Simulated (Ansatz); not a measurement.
CCl$_{2}$NOSi (SMILES O=C=N[Si](Cl)Cl) (doublet)

Input file:

```
crystal:
  periodic: [false, false, false]
  atoms:
    - {symbol: O, position_ang: [-2.779107, -0.030414, -0.709783]}
    - {symbol: C, position_ang: [-1.654119, 0.013116, -0.430744]}
    - {symbol: N, position_ang: [-0.491900, 0.102561, -0.147799]}
    - {symbol: Si, position_ang: [1.024956, -0.502465, 0.307677]}
    - {symbol: Cl, position_ang: [2.378485, -0.013020, -1.141324]}
    - {symbol: Cl, position_ang: [1.563882, 0.366221, 2.075773]}
basis:
  gaussian: {orbitals: def2-TZVPP}
magnetization: {spin_polarized: true, initial_magnetization: 1}
hamiltonian: {xc: pbe0, dispersion: d4}
output: {orbitals: {seedname: orbitals}}
```

Launched as:

```sh
ansatz run in.yaml --threads 4 --pin off --events-out ev --progress --plain --max-ram 10444MiB
```

Geometry: PBE0-D4/def2-TZVP.

Method: UKS PBE0-D4/def2-TZVPP in Ansatz.

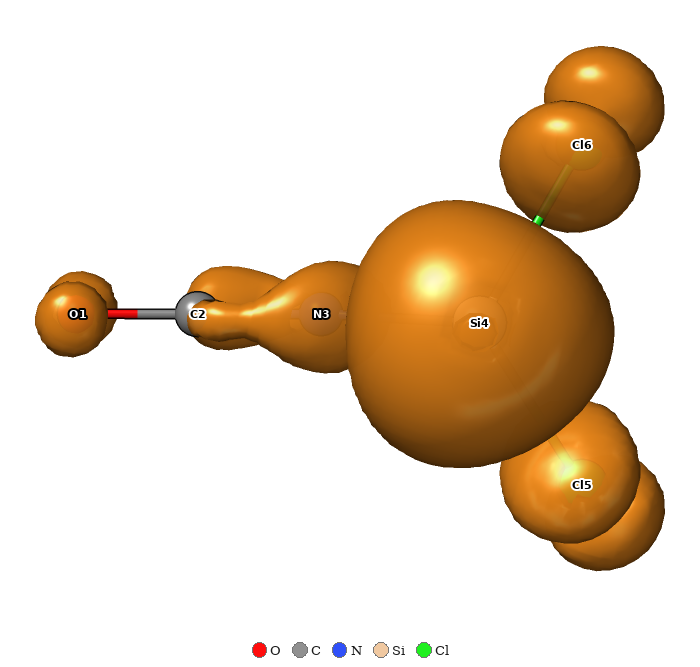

Figure 1. Isosurfaces of the spin density (α minus β) at +0.02 (orange) and −0.02 e/Å³ (purple), seen across its widest extent.

Describe the spin distribution.

The unpaired spin (1 electron) lies mostly on Si4 (about 0.7), Cl5 (about 0.1) and Cl6 (about 0.1), in electrons by Hirshfeld's partition.

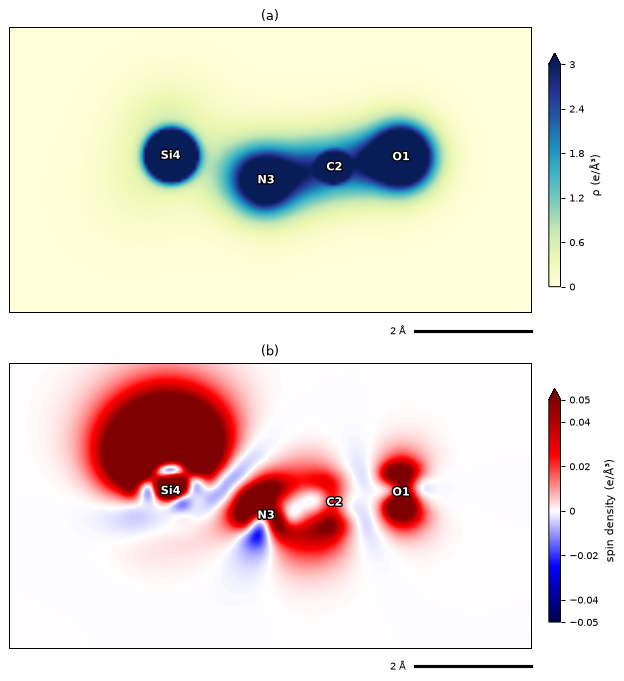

Figure 2. (a) total electron density; (b) spin density (α minus β) on the plane of atoms C2, N3 and Si4.

What do the fields say about this system?

- The section cuts through O, C, N and Si sites.
- C–O (1.16 Å): ρ at the midpoint is about 3.8 e/Å³.
- C–N (1.20 Å): the density is about 3.1 e/Å³ at the midpoint.
- Si–N (1.70 Å): ρ at the midpoint is about 1.1 e/Å³.

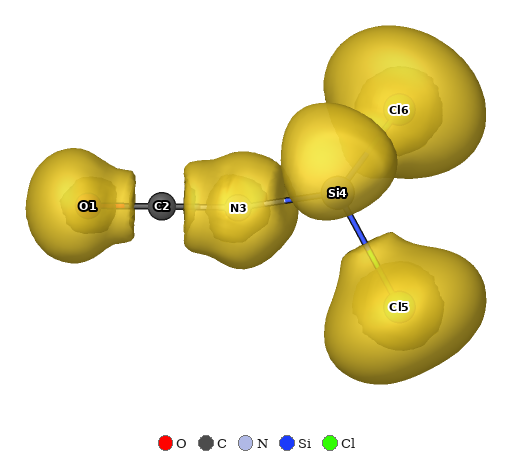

Figure 3. Isosurface of the electron localisation function at 0.75 (yellow), seen at a tilt. Core shells and regions of very low density are left out.

Identify the bonds, lone pairs and shells in this picture.

At this value the surface marks out two regions on Cl in which the atom's valence shell and bonds are merged, one region on N in which the atom's valence shell and bonds are merged, one region on O in which the atom's valence shell and bonds are merged and one lobe on Si, pointing away from the bonds (non-bonding electrons). Profiles from the grid: C–O (1.16 Å): the ELF peaks at about 0.85 between the atoms: a short, multiple covalent bond. C–N (1.20 Å): the ELF peaks at about 0.85 between the atoms: a multiple bond.
